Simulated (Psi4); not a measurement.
# One shape, several levels: GeH3F (SMILES [H][Ge]([H])([H])[F])

We compute a comparison of 4 runs (HF/STO-3G, wB97X/6-31G*, TPSS/cc-pVDZ, AQCC/LANL2DZ) of GeH3F. 

Program for the calculation: Psi4 1.11.

3 further runs of the same task are left out: 3 that didn't finish.

## Step 1: The system as given

The species is GeH3F (5 atoms), meant as a singlet with charge 0. As SMILES, `[H][Ge]([H])([H])[F]`. The shape comes from GFN2-xTB, which is rough for such elements, and wasn't checked as a minimum.

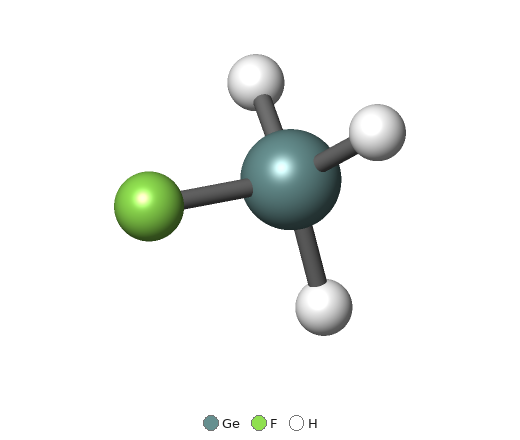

Viewed from a chosen angle; germanium teal, fluorine green, hydrogen white.

## Step 2: A single-point energy at HF/STO-3G (run 1)

Contents of fgeh3_ase.py:

```python
import numpy as np
from ase.calculators.psi4 import Psi4
from ase import Atoms

mol = Atoms(['Ge', 'F', 'H', 'H', 'H'], positions=[
    [-0.001260, 0.000720, -0.139740],
    [0.010260, -0.018210, 1.594920],
    [1.448570, 0.011740, -0.494610],
    [-0.731820, 1.260740, -0.465520],
    [-0.725750, -1.254990, -0.495050],
])
calc = Psi4(atoms=mol, method='hf', basis='STO-3G', memory='1600MB', num_threads=1, charge=0, multiplicity=1, label='calc', reference='rhf')
calc.psi4.set_options({'puream': True, 'e_convergence': 1e-09, 'd_convergence': 1e-08, 'scf_type': 'pk'})
mol.calc = calc

print(f'energy: {mol.get_potential_energy():.6f} eV')
```

The run is started by

```bash
python fgeh3_ase.py
```

calc.dat:

```text
[...]
  Running in c1 symmetry.
[...]
  Nuclear repulsion =  128.149118000461129
[...]
  Multiplicity = 1
[...]
  Nalpha       = 22
  Nbeta        = 22
[...]
    Number of basis functions: 26
[...]
   @RHF iter   1: -2151.30957752133781   -3.19698e+00   2.20567e-02 ADIIS/DIIS
[...]
   @RHF iter   9: -2151.54144485537290   -4.54747e-13   3.42288e-09 DIIS
[...]
    Orbital Energies [Eh]
    ---------------------
    Doubly Occupied:
       1A   -400.593386     2A    -50.436646     3A    -45.501076
       4A    -45.500192     5A    -45.500186     6A    -25.798268
       7A     -6.516647     8A     -4.558391     9A     -4.557198
      10A     -4.557197    11A     -1.394613    12A     -0.700660
      13A     -0.700013    14A     -0.700010    15A     -0.696234
      16A     -0.696228    17A     -0.665698    18A     -0.480654
      19A     -0.480376    20A     -0.407246    21A     -0.375618
      22A     -0.375450
[...]
  @RHF Final Energy: -2151.54144485537290
   => Energetics <=
    Nuclear Repulsion Energy =            128.1491180004611294
    One-Electron Energy =               -3276.9971521584893708
    Two-Electron Energy =                 997.3065893026557660
    Total Energy =                      -2151.5414448553729017
[...]
 Multipole Moments:
 ------------------------------------------------------------------------------------
     Multipole            Electronic (a.u.)      Nuclear  (a.u.)        Total (a.u.)
 ------------------------------------------------------------------------------------
 L = 1.  Multiply by 2.5417464519 to convert [e a0] to [Debye]
 Dipole X            :         -0.0061425            0.0009478           -0.0051947
 Dipole Y            :         -0.0003761            0.0053050            0.0049289
 Dipole Z            :         -0.5470895           -0.1113019           -0.6583914
 Magnitude           :                                                    0.6584303
[...]
```

On the terminal:

```text
energy: -58546.424803 eV
```

Run time: 1.4 s. Hardware: 1 thread of INTEL XEON PLATINUM 8581C at 2.30GHz (Emerald Rapids), shared host; peak memory 0.23 GiB.

## Step 3: Energy and gradient at wB97X/6-31G(d) (spherical functions) (run 2)

Contents of job.py:

```python
import psi4

psi4.set_memory(1600000000)
psi4.set_num_threads(1)
psi4.core.set_output_file('psi4.out', False)

geom = psi4.geometry("""
0 1
Ge    -0.00238105     0.00136060    -0.26407033
F      0.01938859    -0.03441191     3.01396199
H      2.73740057     0.02218538    -0.93467744
H     -1.38293937     2.38245331    -0.87970531
H     -1.37146873    -2.37158739    -0.93550892
units au
symmetry c1
""")

psi4.set_options({
    'basis': '6-31G*',
    'reference': 'rks',
    'puream': True,
    'e_convergence': 1e-09,
    'd_convergence': 1e-08,
    'scf_type': 'pk',
    'dft_radial_points': 99,
    'dft_spherical_points': 590,
})

result, w = psi4.gradient('wb97x', molecule=geom, return_wfn=True)
psi4.oeprop(w, 'MAYER_INDICES', 'DIPOLE', 'LOWDIN_CHARGES')
print('gradient / Eh bohr^-1')
print(result.np.round(6))
print(f'energy = {w.energy():.10f} Eh')
```

The run is started by

```bash
python job.py
```

psi4.out:

```text
[...]
  Running in c1 symmetry.
[...]
  Nuclear repulsion =  128.149118074878146
[...]
  Multiplicity = 1
[...]
  Nalpha       = 22
  Nbeta        = 22
[...]
    Number of basis functions: 52
[...]
   @RKS iter   1: -2177.10835938660512   -2.26801e+00   5.05081e-02 ADIIS/DIIS
[...]
   @RKS iter  11: -2178.39208882177218   -2.72848e-12   1.98625e-09 DIIS
[...]
    Orbital Energies [Eh]
    ---------------------
    Doubly Occupied:
       1A   -398.563744     2A    -49.852041     3A    -44.377047
       4A    -44.376066     5A    -44.376060     6A    -24.693928
       7A     -6.364248     8A     -4.540307     9A     -4.536556
      10A     -4.536547    11A     -1.364331    12A     -1.349362
      13A     -1.349355    14A     -1.346561    15A     -1.346548
      16A     -1.229057    17A     -0.696817    18A     -0.512567
      19A     -0.512421    20A     -0.511122    21A     -0.435166
      22A     -0.434942
[...]
  @RKS Final Energy: -2178.39208882177218
   => Energetics <=
    Nuclear Repulsion Energy =            128.1491180748781460
    One-Electron Energy =               -3290.3868636964580219
    Two-Electron Energy =                1054.5409910211444640
    DFT Exchange-Correlation Energy =     -70.6953342213364238
    Empirical Dispersion Energy =           0.0000000000000000
    VV10 Nonlocal Energy =                  0.0000000000000000
    Total Energy =                      -2178.3920888217717220
[...]
  -Total Gradient:
     Atom            X                  Y                   Z
    ------   -----------------  -----------------  -----------------
       1       -0.000225931279     0.000062504309    -0.018047416194
       2       -0.000057435685     0.000194708652    -0.010643842919
       3       -0.015517582035    -0.000051932729     0.009766172600
       4        0.008017502272    -0.013599229769     0.009499852726
       5        0.007784063885     0.013391184228     0.009757107262
[...]
 Multipole Moments:
 ------------------------------------------------------------------------------------
     Multipole            Electronic (a.u.)      Nuclear  (a.u.)        Total (a.u.)
 ------------------------------------------------------------------------------------
 L = 1.  Multiply by 2.5417464519 to convert [e a0] to [Debye]
 Dipole X            :         -0.0078816            0.0009478           -0.0069338
 Dipole Y            :          0.0031695            0.0053050            0.0084745
 Dipole Z            :         -0.8239013           -0.1113019           -0.9352031
 Magnitude           :                                                    0.9352672
[...]
```

On the terminal:

```text
gradient / Eh bohr^-1
[[-2.2600e-04  6.3000e-05 -1.8047e-02]
 [-5.7000e-05  1.9500e-04 -1.0644e-02]
 [-1.5518e-02 -5.2000e-05  9.7660e-03]
 [ 8.0180e-03 -1.3599e-02  9.5000e-03]
 [ 7.7840e-03  1.3391e-02  9.7570e-03]]
energy = -2178.3920888218 Eh
```

It took 9.3 s on 1 thread of INTEL XEON PLATINUM 8581C at 2.30GHz (Emerald Rapids), shared host; peak memory 0.6 GiB.

Run 3 isn't shown in full; the table further down has it.

## Step 4: The energy at AQCC/LANL2DZ (core potential, Cartesian functions) (run 4)

Contents of fgeh3.py:

```python
import psi4

psi4.set_memory(1600000000)
psi4.set_num_threads(1)
psi4.set_output_file('psi4.out', False)

m = psi4.geometry("""
0 1
Ge
F 1 1.734802
H 1 1.492669 2 103.37675
H 1 1.492481 3 114.66537 2 111.72639
H 1 1.492628 4 114.87827 3 -136.35962
""")

psi4.set_options({
    'basis': 'LANL2DZ',
    'reference': 'rhf',
    'scf_type': 'pk',
    'num_frozen_docc': 0,
})

energy_value, wavefunction = psi4.energy("aqcc", return_wfn=True)
print('E =', round(energy_value, 9))
```

The run is started by

```bash
python fgeh3.py
```

psi4.out:

```text
[...]
    !!!  WARNING: ECP capability is in beta. Please check occupations closely.  !!!
[...]
  Running in c1 symmetry.
[...]
  Nuclear repulsion =   21.499016850267580
[...]
  Multiplicity = 1
[...]
  Nalpha       = 8
  Nbeta        = 8
[...]
    Number of basis functions: 23
[...]
   @RHF iter   1:  -104.76918025124449   -9.97423e-01   1.59831e-02 DIIS/ADIIS
[...]
   @RHF iter   9:  -104.83238905453111   -5.68434e-13   2.71161e-09 DIIS
[...]
    Orbital Energies [Eh]
    ---------------------
    Doubly Occupied:
       1A    -26.231579     2A     -1.524616     3A     -0.773451
       4A     -0.617637     5A     -0.617589     6A     -0.593666
       7A     -0.500752     8A     -0.500388
[...]
  @RHF Final Energy:  -104.83238905453111
   => Energetics <=
    Nuclear Repulsion Energy =             21.4990168502675800
    One-Electron Energy =                -189.9434534643423831
    Two-Electron Energy =                  63.6120475595436830
    Total Energy =                       -104.8323890545311059
[...]
 Multipole Moments:
 ------------------------------------------------------------------------------------
     Multipole            Electronic (a.u.)      Nuclear  (a.u.)        Total (a.u.)
 ------------------------------------------------------------------------------------
 L = 1.  Multiply by 2.5417464519 to convert [e a0] to [Debye]
 Dipole X            :          0.0087492           -0.0063136            0.0024356
 Dipole Y            :         -0.0036324            0.0026412           -0.0009913
 Dipole Z            :        -18.8849057           17.4892954           -1.3956103
 Magnitude           :                                                    1.3956128
[...]
      * SCS-MP2 total energy:                 -105.005415429123
[...]
      * MP2 total energy:                     -105.003872106893
[...]
```

The script printed:

```text
E = -105.016081439
```

Wall time 1.8 s (1 thread of INTEL XEON PLATINUM 8581C at 2.30GHz (Emerald Rapids), shared host); peak memory 0.2 GiB.

## Step 5: The series

```csv
run,level,task,integration grid,energy (Eh),dipole moment (D),HOMO energy (eV),LUMO energy (eV),wall time
1,HF/STO-3G,energy,–,-2151.541445,1.67,-10.22,11.35,1.4 s
2,wB97X/6-31G* (spherical functions),gradient,99 radial × 590 angular,-2178.392089,2.38,-11.84,2.14,9.3 s
3,TPSS/cc-pVDZ,gradient,99 radial × 590 angular,-2178.616896,2.15,-7.97,-0.67,26 s
4,"AQCC/LANL2DZ (core potential, Cartesian functions)",energy,–,-105.016081,–,-13.62,2.91,1.8 s
```

## Step 6: Outcome

| quantity | value |
| --- | --- |
| run 4: total energy | -105.01608 Eh |
| run 4: HOMO energy (Hartree–Fock orbitals) | -13.62 eV |
| run 4: LUMO energy (Hartree–Fock orbitals) | 2.91 eV |
| run 4: HOMO–LUMO gap (Hartree–Fock orbitals) | 16.53 eV |
| run 4: correlation energy | -183.7 mEh |

What this shows: Over runs 1, 2, 3 the dipole moment (its size) runs from 1.67 D (HF/STO-3G) to 2.38 D (wB97X/6-31G*). The two ends differ in method and basis. Over runs 1, 2, 3 the HOMO–LUMO gap runs from 7.30 eV (TPSS/cc-pVDZ) to 21.57 eV (HF/STO-3G). Totals of different functionals can't be ranked against each other. Some runs of one species differ in core potentials or relativity; totals across that change don't compare. In run 1 the basis is minimal, so the values are rough. All runs together took 38 s, the longest 26 s.
